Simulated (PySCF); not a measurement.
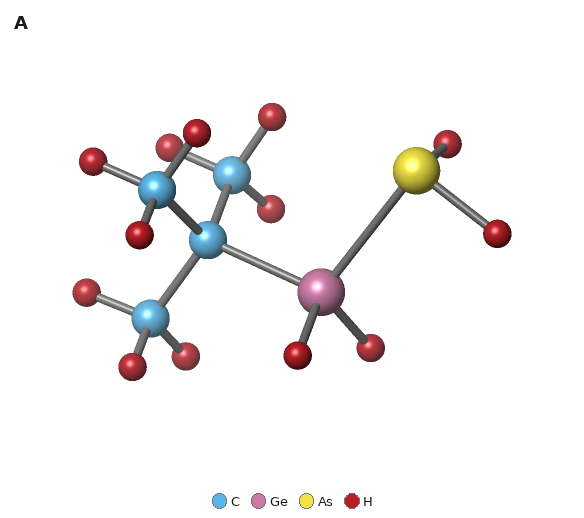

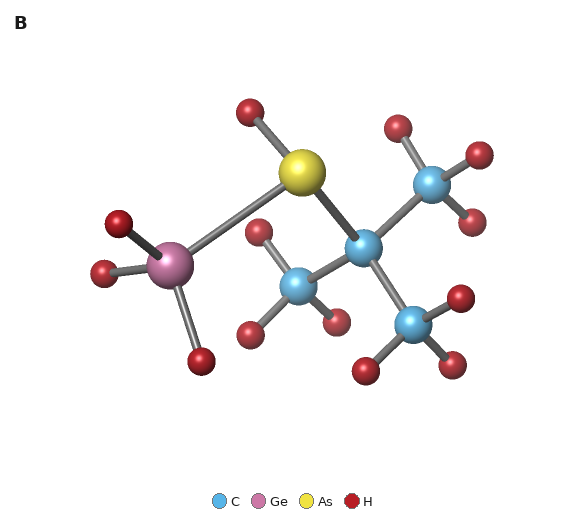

2 stationary structures of one formula. Geometries: PBE0-D3(BJ)/def2-SVP. Electronic energies: PBE0-D3(BJ)/def2-SVP (PySCF 2.14.0), without zero-point energy. No frequency run is at hand to confirm each as a minimum.

Are they conformers, stereoisomers or constitutional isomers?

Answer. They are constitutional isomers of C4H13AsGe: A `C[C](C)(C)[GeH2][AsH2]`, B `CC(C)(C)[AsH][GeH3]`.

Which is lowest in energy, and by how much?

Answer. A is lowest; B lies 0.144 eV above it.
